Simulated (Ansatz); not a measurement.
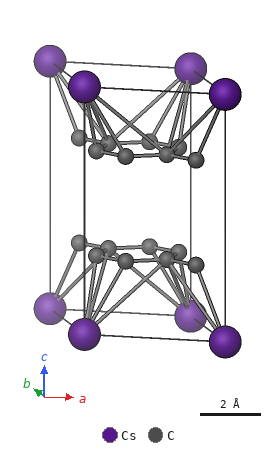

This is the input geometry for a relaxation of a crystal of CsC$_{16}$ (a generated structure, set up in P6/mmm) (coarse preliminary run). Style: ball-and-stick. Shown: the cell of the calculation, slightly off an axis.

Computed with DFT PBE+D3(BJ), scalar-relativistic, plane waves, PAW in Ansatz.

Input
```yaml
crystal:
  lattice:
    - [4.91203602, 0.0, 0.0]
    - [-2.45601801, 4.25394798, 0.0]
    - [0.0, 0.0, 8.42661165]
  atoms:
    - { symbol: Cs, position: [0.0, 0.0, 0.0] }
    - { symbol: C, position: [0.33333333, 0.16666667, 0.71182891] }
    - { symbol: C, position: [0.33333333, 0.66666667, 0.71182891] }
    - { symbol: C, position: [0.83333333, 0.16666667, 0.71182891] }
    - { symbol: C, position: [0.83333333, 0.66666667, 0.71182891] }
    - { symbol: C, position: [0.16666667, 0.33333333, 0.71182891] }
    - { symbol: C, position: [0.16666667, 0.83333333, 0.71182891] }
    - { symbol: C, position: [0.66666667, 0.33333333, 0.71182891] }
    - { symbol: C, position: [0.66666667, 0.83333333, 0.71182891] }
    - { symbol: C, position: [0.33333333, 0.16666667, 0.28817109] }
    - { symbol: C, position: [0.33333333, 0.66666667, 0.28817109] }
    - { symbol: C, position: [0.83333333, 0.16666667, 0.28817109] }
    - { symbol: C, position: [0.83333333, 0.66666667, 0.28817109] }
    - { symbol: C, position: [0.16666667, 0.33333333, 0.28817109] }
    - { symbol: C, position: [0.16666667, 0.83333333, 0.28817109] }
    - { symbol: C, position: [0.66666667, 0.33333333, 0.28817109] }
    - { symbol: C, position: [0.66666667, 0.83333333, 0.28817109] }
basis:
  ecutwfc: 420
kpoints:
  mp_grid: { grid: [6, 6, 2] }
hamiltonian:
  xc: pbe
  dispersion: d3bj
scf:
  occupations: { method: gaussian, width: 0.1 }
  lower_state_search: "off"
output:
  forces: true
  stress: true
  eigenvalues: true
relax:
  adjacent_minimum: "off"
  f_tol: 0.04
  max_steps: 70
  cell: { stress_tol: 0.4 }
```

Command:
```bash
ansatz run input.yaml --threads 1 --pin off --max-ram 2560MiB --backend cpu --events-out ev --progress --plain --runs-dir out
```

Predict the outcome.

Answer. The largest moves relative to the cell, 0.30 Å, are those of 12 atoms (C2, C4, C5, C6 and others). C13 goes along +c. Cs stays in place. The volume changes by +12.2 %, with a = b 4.912 → 4.945 Å (+0.7 %), c 8.427 → 9.329 Å (+10.7 %). Some distances before and after: Cs1–C10 2.812 → 3.309 Å, Cs1–C11 3.734 → 4.119 Å, C10–C14 1.418 → 1.427 Å. Among the angles between lasting bonds that change: Cs1–C5–C8 120.3° → 114.9°, Cs1–C5–C7 75.4° → 77.5°. The space group stays P6/mmm (No. 191). The energy falls by 1.889 eV per cell of the calculation in 5 accepted moves (7 points after the start). Largest force component: 0.81 eV/Å at the start, 0.012 eV/Å at the end. The pressure goes from 10.91 to 0.15 GPa. At 2 points the geometry stayed and the basis and grid were re-selected for the new cell (energy shift of 0.116 eV per cell of the calculation at most each time).

The structure at the end:

```xyz
17
Lattice="4.9445 0.0000 0.0000 -2.4723 4.2821 0.0000 0.0000 0.0000 9.3293" Properties=species:S:1:pos:R:3 pbc="T T T"
Cs    0.0000    0.0000    9.3293
C     1.2359    0.7136    6.3442
C     0.0000    2.8547    6.3605
C     3.7086    0.7136    6.3442
C     2.4723    2.8550    6.3442
C     0.0000    1.4271    6.3442
C    -1.2363    3.5685    6.3442
C     2.4723    1.4274    6.3605
C     1.2363    3.5685    6.3442
C     1.2359    0.7136    2.9851
C     0.0000    2.8547    2.9688
C     3.7086    0.7136    2.9851
C     2.4723    2.8550    2.9851
C     0.0000    1.4271    2.9851
C    -1.2363    3.5685    2.9851
C     2.4723    1.4274    2.9688
C     1.2363    3.5685    2.9851
```

After the run, drawn alike:

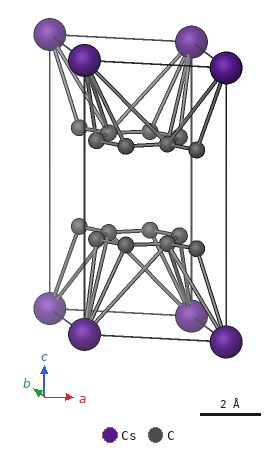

Limits of the set-up: the k-point mesh is coarse for a cell with partly filled bands.
